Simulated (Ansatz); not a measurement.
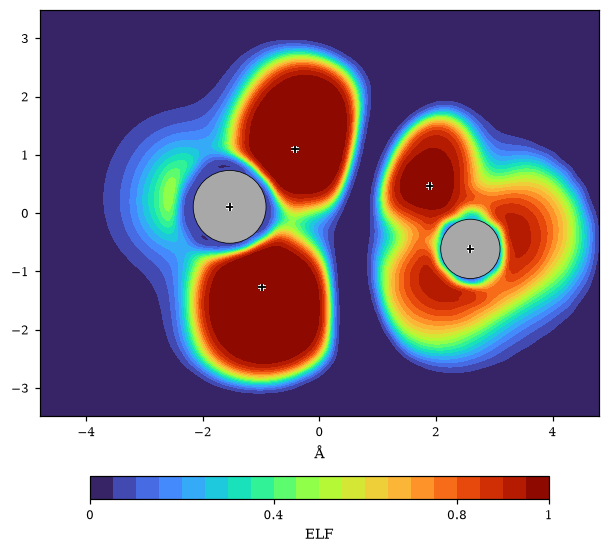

The ELF on a plane through atoms (crosses mark nuclei in the plane; grey discs cover the cores).

The calculation used Ansatz, RKS B3LYP/def2-SVP.

Candidates:
A. SiH₄···HCl
B. ClH₅W···H₂

Q: Which candidate gave the map?

A: Candidate A: SiH₄···HCl on the plane of atoms H3, Si1 and H6, which holds Si, Cl and H. H6···H7 (2.39 Å): the ELF dips to about 0 between them; a weak contact between the two molecules. Cl–H (1.29 Å): the ELF climbs to about 1 towards the hydrogen, as it does in any bond to H.
